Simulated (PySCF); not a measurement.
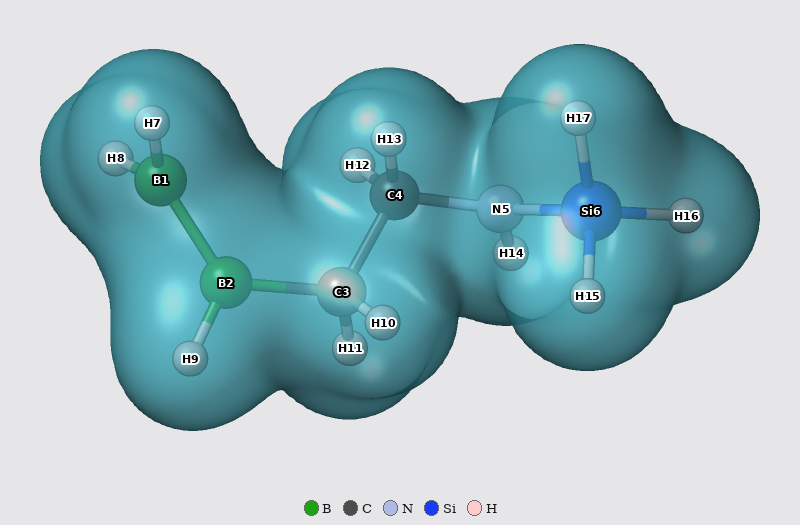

C$_{2}$H$_{11}$B$_{2}$NSi. Isosurface of the electron density at 0.05 e/Å³ (cyan), seen across its widest extent.

Geometry: GFN2-xTB.

These are results of CAM-B3LYP/def2-SVPD, SCF density, gas phase (PySCF), not measurements.

```tsv
atom	x (Å)	y (Å)	z (Å)
B	2.9613	-0.5547	0.3404
B	2.0984	0.7706	-0.0168
C	0.5540	0.7715	-0.3775
C	-0.1671	-0.5790	-0.3200
N	-1.5792	-0.4949	-0.6212
Si	-2.7588	-0.0197	0.5323
H	3.0934	-0.9527	1.4367
H	3.5369	-1.1758	-0.4724
H	2.5873	1.8429	-0.0378
H	0.0290	1.4632	0.2890
H	0.4264	1.1918	-1.3816
H	0.3043	-1.2758	-1.0235
H	-0.0722	-0.9998	0.6832
H	-1.7352	-0.2281	-1.5825
H	-2.6810	1.3715	1.0175
H	-4.0339	-0.2111	-0.1551
H	-2.5704	-0.9078	1.6795
```

### How is the density connected at this value?

At this value the surface is in one piece. It bridges the sampled C–N (1.45 Å), C–C (1.53 Å), C–B (1.59 Å) and B–B (1.62 Å) contacts, where the density stays above the isovalue. On the grid the lowest density along these lines, outside the cores, is 1.8 e/Å³ (C–N, 1.45 Å), 1.7 e/Å³ (C–C, 1.53 Å), 1.2 e/Å³ (C–B, 1.59 Å) and 1.2 e/Å³ (B–B, 1.62 Å).
